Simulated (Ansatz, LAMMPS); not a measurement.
# Elastic response of amorphous 32Ga2O3-68GeO2 (mol %) (69 atoms): runs compared

Aim: relax amorphous 32Ga2O3-68GeO2 (mol %) (69 atoms), then change its volume and shape to read moduli from the stress.

Computed with Ansatz 0.2.0: Kohn-Sham DFT, revPBE, PAW (set soft_1), plane waves.

## Step 1: The cell as built

The cell holds 69 atoms: 12 Ga, 13 Ge and 44 O. Its edges and angles: a = 9.780 Å, b = 9.780 Å, c = 9.780 Å, α = 90.0°, β = 90.0°, γ = 90.0°. 69 atoms (12 Fe, 13 Ge, 44 O) placed at random at 4.19 g/cm³, melted at 5000 K for 10 ps at fixed volume with the Morse and Coulomb pair potential with partial charges (Pedone, Malavasi, Menziani, Cormack and Segre, J. Phys. Chem. B 110, 11780 (2006)). Quenched from 5000 K to 300 K at 20 K/ps and fixed volume, held 5 ps, then minimised at fixed cell. Then Fe was replaced by Ga and the cell scaled by 1.006 (the potential has no terms for the new elements, so the cell is a start for a DFT relaxation).

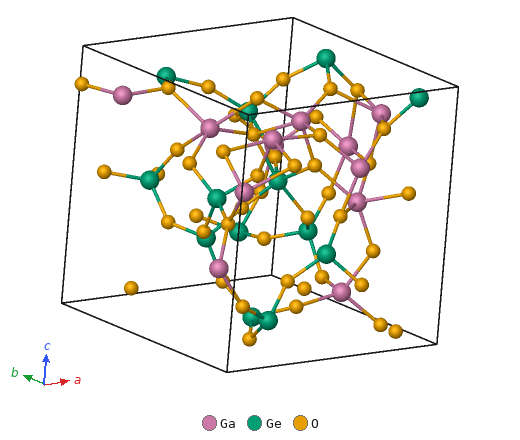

The cell as built. Bonds to atoms that aren't drawn are left out. Some periodic images of atoms are drawn too.

Limits known from the start: The quench rate of 20 K/ps is orders of magnitude faster than experiment, which tends to freeze in extra defects. The starting topology of bonds comes from the classical model, and needn't be the one that DFT or experiment would give. Only the Γ point is sampled.

## Step 2: The reference run

The reference is a single point at the end of the relaxation.

Every strained cell starts from the geometry of this run, and its atoms are relaxed with the cell held.

Its input, with most atom lines left out:

```yaml
crystal:
  lattice:
    - [9.74528, 0.15172, -0.25994]
    - [0.15172, 10.02688, 0.0321]
    - [-0.25994, 0.0321, 9.42669]
  atoms:
    - { symbol: Ga, position: [0.88707, 0.9041, 0.57567] }
    - { symbol: Ga, position: [0.29586, 0.65458, 0.71088] }
    - { symbol: Ga, position: [0.6427, 0.083, 0.71679] }
    - { symbol: Ga, position: [0.58659, 0.37097, 0.80369] }
    - { symbol: Ga, position: [0.04487, 0.79808, 0.8811] }
    - { symbol: Ga, position: [0.9492, 0.57686, 0.62834] }
    - { symbol: Ga, position: [0.12173, 0.12187, 0.64093] }
    [... atom lines 8 to 69 left out ...]
kpoints:
  mp_grid: { grid: [1, 1, 1] }
hamiltonian:
  xc: revpbe
  pseudopotentials: { kind: paw, azcp: { folder: soft_1 } }
scf:
  occupations: { method: gaussian, width: 0.05 }
output:
  forces: true
  stress: true
  populations: true
  dos:
    method: { smearing: { sigma: 0.15 } }
    de: 0.1
    projected: { site_lists: { Ga: [Ga], Ge: [Ge], O: [O] } }
  eigenvalues: true
  write_density: true
  write_potential: true
  volumetric_format: npy
```

```
free energy per atom   : -1831.2113 eV/atom
r.m.s. force component : 0.00338 eV/Å
pressure               : -0.001613 GPa
```

Filled and empty levels are parted by 1.56 eV (at Γ alone); a semilocal functional tends to put such gaps too low. In a disordered cell it changes from sample to sample, and tail or defect levels can set it.

## Step 3: The runs

Each row is one run, on 4 threads of Arm Neoverse V1, shared host. The free energy is the program's total, comparable only between runs with the same functional, potentials and atoms.

```tsv
run	atoms	outcome	ionic steps, all passes	free energy (eV)	time	host memory (GiB)
Single point at the start	69	converged	-	-126347.105	13 s	1.3
Cell and atoms relaxed	69	converged	20	-126353.577	3.9 min	1.3
Single point at the relaxed geometry	69	converged	-	-126353.577	22 s	1.3
Volume -3 %	69	converged	6	-126353.403	65 s	1.3
Volume +3 %	69	converged	7	-126353.416	92 s	1.3
Volume -6 %	69	converged	7	-126352.871	83 s	1.2
Volume +6 %	69	converged	22	-126353.898	5 min	1.4
Volume -10 %	69	converged	9	-126351.649	1.7 min	1.2
Stretched by 1 % along x	69	converged	3	-126353.546	38 s	1.3
Compressed by 1 % along x	69	converged	3	-126353.544	36 s	1.3
Sheared by 2 % in xy	69	converged	5	-126353.537	60 s	1.3
```

In some runs the program notes that the SCF threshold is loose for the stress.

## Step 4: Pressure against volume

Atoms are relaxed at each volume, in the scaled cell.

```tsv
volume change (%)	volume (Å³/atom)	energy change (meV/atom)	pressure (GPa)	largest move on relaxing (Å)	bonds	gap (eV)
-10	12.003	27.94	7.03	0.60	120	1.82
-6	12.536	10.23	4.26	0.18	115	1.70
-3	12.936	2.52	2.07	0.09	115	1.63
+0	13.337	0.00	0.00	-	114	1.56
+3	13.737	2.32	-1.83	0.09	114	1.48
+6	14.137	-4.66	-1.51	1.44	109	1.44
```

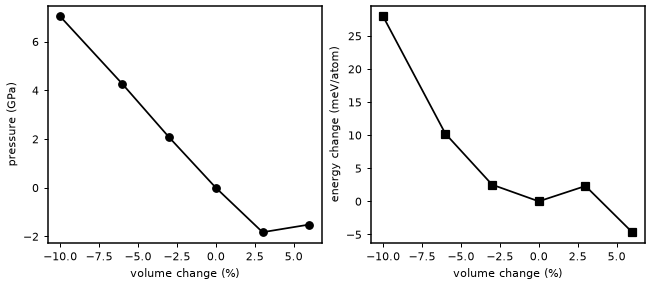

Pressure and energy against volume.

## Step 5: Uniaxial strain and shear

Stress (GPa, compression positive) less that of the relaxed cell, atoms relaxed:

```tsv
strain	xx	yy	zz	xy	energy change (meV/atom)
stretched by 1 % along x	-1.114	-0.439	-0.370	-0.018	0.44
compressed by 1 % along x	1.185	0.476	0.408	0.030	0.47
sheared by 2 % in xy	-0.041	0.083	-0.065	-0.648	0.58
```

## Step 6: Findings

The pressure doesn't fall steadily with volume, which points to a change of structure or electronic state along the way, so no single bulk modulus describes it. The count of bonds runs from 109 to 120 over the series, so at some points contacts cross the cutoffs. At -10 % and +6 % some atom moved by over 0.5 Å on relaxing, so those points may sit in another local minimum. At +6 % the energy lies below that of a less strained cell, so the structure found a lower minimum there. The gap goes from 1.82 eV at the smallest volume to 1.44 eV at the largest, -2.3 eV per unit of ln V by a straight line, on the run's k-points. In the Cartesian axes of the cell, finite differences give C11 = 115, C12 = 45.7, C13 = 38.9 and C66 = 32.4 GPa (the shear of 2 % is the engineering strain, εxy = 0.01).

**Limits.** Strains are finite and relaxations stop at the force tolerance of the input, which can leave moduli too stiff; they are those of a static cell at zero temperature. Volumes are changed with the cell's shape held, so in an anisotropic solid the modulus lies over the one under free hydrostatic load. The program notes that the SCF threshold of the relaxations is loose for the stress.

The DFT runs together took 17 min of wall time.

[Logs are printed without paths, hosts, clocks, repeated set-up lines and the standing remarks that a program may print on its own settings, such as how far it seeks lower states.]

[Hosts, paths, dates, database ids (printed as entryN), source tags and the programs' standing remarks are cut or masked in the printed files.]
